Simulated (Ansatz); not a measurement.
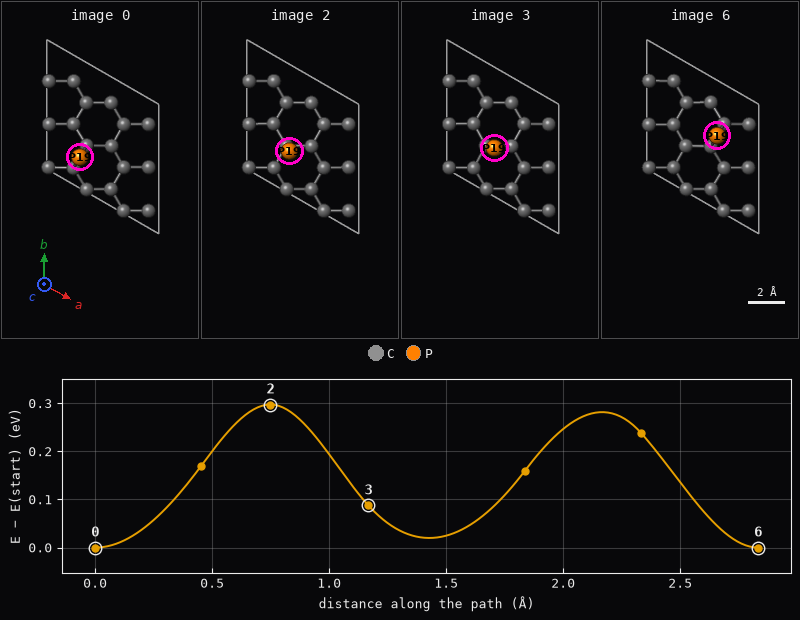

NEB run on P on graphene monolayer (19 atoms in the cell). Images are numbered from 0 (start) to 6 (end). Style: ball-and-stick. Shown: the simulation cell, with the vacuum cut short (origin moved), along the c axis. The moving atom is ringed, with any periodic copies. Bonds to atoms that aren't drawn are left out.

Level of theory: Ansatz 0.2.0, DFT PBE-D3(BJ), scalar-relativistic, plane waves, PAW.

Input file:
```yaml
crystal:
  lattice:
    - [7.398, 0.0, 0.0]
    - [-3.699, 6.406856, 0.0]
    - [0.0, 0.0, 12.0]
  atoms:
    - { symbol: C, position: [0.00544719, 0.00385654, 0.08367871] }
    - { symbol: C, position: [0.22348525, 0.11494933, 0.07862428] }
    - { symbol: C, position: [0.00500887, 0.34377576, 0.1081292] }
    - { symbol: C, position: [0.22919957, 0.4515013, 0.08407255] }
    - { symbol: C, position: [0.00185015, 0.67217624, 0.0779529] }
    - { symbol: C, position: [0.22480584, 0.78340755, 0.07846173] }
    - { symbol: C, position: [0.334951, 0.0036979, 0.07593998] }
    - { symbol: C, position: [0.5576626, 0.11494393, 0.07861031] }
    - { symbol: C, position: [0.3363702, 0.34087309, 0.07818799] }
    - { symbol: C, position: [0.55904031, 0.45185952, 0.07511474] }
    - { symbol: C, position: [0.33653959, 0.67218943, 0.07794304] }
    - { symbol: C, position: [0.55710385, 0.78312213, 0.07750803] }
    - { symbol: C, position: [0.66461731, 0.00385893, 0.08364967] }
    - { symbol: C, position: [0.8885758, 0.11095353, 0.10680967] }
    - { symbol: C, position: [0.67071759, 0.34087507, 0.0781883] }
    - { symbol: C, position: [0.88851375, 0.45148909, 0.08407879] }
    - { symbol: C, position: [0.66917099, 0.67213335, 0.07760769] }
    - { symbol: C, position: [0.89222631, 0.78311424, 0.07752977] }
    - { symbol: P, position: [-0.05556756, 0.22255786, 0.25791204], spin: 0.27 }
magnetization:
  spin_polarized: true
basis:
  ecutwfc: 420.0
kpoints:
  mp_grid: { grid: [2, 2, 1] }
hamiltonian:
  xc: pbe
  dispersion: d3bj
scf:
  occupations: { method: gaussian, width: 0.02 }
  lower_state_search: "off"
neb:
  images: 5
  f_tol: 0.05
  initial_path: linear
  max_iterations: 28
  spring: { min: 2.0, max: 10.0 }
  final_atoms:
    - { symbol: C, position: [0.00250432, 0.00546668, 0.07760769] }
    - { symbol: C, position: [0.22555964, 0.11644757, 0.07752977] }
    - { symbol: C, position: [-0.00204936, 0.33719226, 0.08364967] }
    - { symbol: C, position: [0.22190913, 0.44428686, 0.10680967] }
    - { symbol: C, position: [0.00405092, 0.6742084, 0.0781883] }
    - { symbol: C, position: [0.22184708, 0.78482242, 0.08407879] }
    - { symbol: C, position: [0.33518348, 0.00550957, 0.0779529] }
    - { symbol: C, position: [0.55813917, 0.11674088, 0.07846173] }
    - { symbol: C, position: [0.33878052, 0.33718987, 0.08367871] }
    - { symbol: C, position: [0.55681858, 0.44828266, 0.07862428] }
    - { symbol: C, position: [0.3383422, 0.67710909, 0.1081292] }
    - { symbol: C, position: [0.5625329, 0.78483463, 0.08407255] }
    - { symbol: C, position: [0.66987292, 0.00552276, 0.07794304] }
    - { symbol: C, position: [0.89043718, 0.11645546, 0.07750803] }
    - { symbol: C, position: [0.66828433, 0.33703123, 0.07593998] }
    - { symbol: C, position: [0.89099593, 0.44827726, 0.07861031] }
    - { symbol: C, position: [0.66970353, 0.67420642, 0.07818799] }
    - { symbol: C, position: [0.89237364, 0.78519285, 0.07511474] }
    - { symbol: P, position: [0.27776577, 0.55589119, 0.25791204] }
  order_check: true
```

Launched with:
```bash
ansatz run input.yaml --threads 2 --pin off --max-ram 5120MiB --backend cpu --events-out ev --progress --plain --runs-dir out
```

### Describe the mechanism and the energy profile.

The adsorbate starts on a top site and hops by a lattice vector of the surface; other mechanisms, such as exchange with a surface atom, weren't searched. The path has more than one stage, and so few images may leave a stage unresolved. The P atom travels furthest, 2.47 Å from end to end, on a straight line. At the highest image its nearest neighbour (C) is 1.96 Å away, against 1.95 Å at the start, and the surrounding atoms stand up to 0.08 Å off the mean of their end positions. Breaking: C–P (1.95 → 3.76 Å). Forming: C–P (3.81 → 1.96 Å). The barrier is about 0.298 eV in both directions, with image 2 at the top; the ends have the same energy. The profile has 2 maxima (images 2, 5) with a dip at image 3 (+0.088 eV), so the process runs in steps. The band converged in 8 iterations. The largest component of the band force went from 1.2 to 0.042 eV/Å. The climbing image converged on the top of the path. A check of its curvatures didn't confirm a first-order saddle.

Limits of the set-up: the periodic images lie only 7.4 Å apart, so the values are limited by the cell's size.

The run took 34 min on 2 threads of Arm Neoverse N1 (shared host), peak memory 2.1 GiB.
